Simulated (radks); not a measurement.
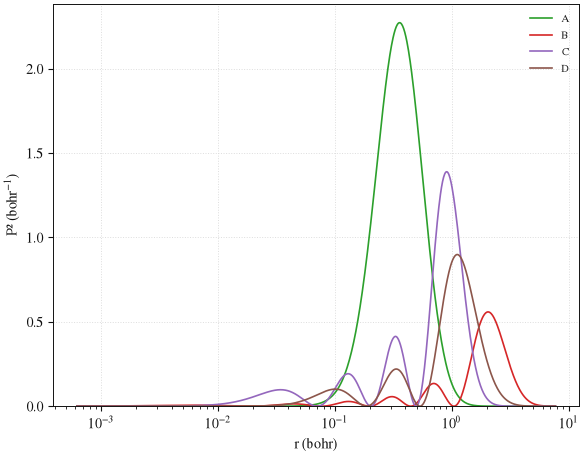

System: Tl⁺ (Z = 81, 80 electrons), configuration [Xe] 4f14 5d10 6s2. All numbers are computed, not measured: scalar-relativistic Kohn-Sham, PBE, spin-polarised, spherical densities, finite nucleus (the in-house radial solver radks).

The plot shows the radial probability densities P² of 6s, 5d, 4f and 5p.

Question: Which curve belongs to which orbital?

Answer: A is 4f; B is 6s; C is 5p; D is 5d. 4f: outer maximum at 0.358 bohr, ⟨r⟩ = 0.468 bohr, 0 nodes, eigenvalue −121.3 eV; 5p: outer maximum at 0.905 bohr, ⟨r⟩ = 1.01 bohr, 3 nodes, eigenvalue −83.4 eV; 5d: outer maximum at 1.12 bohr, ⟨r⟩ = 1.38 bohr, 2 nodes, eigenvalue −22.8 eV; 6s: outer maximum at 2.05 bohr, ⟨r⟩ = 2.39 bohr, 5 nodes, eigenvalue −16.3 eV.
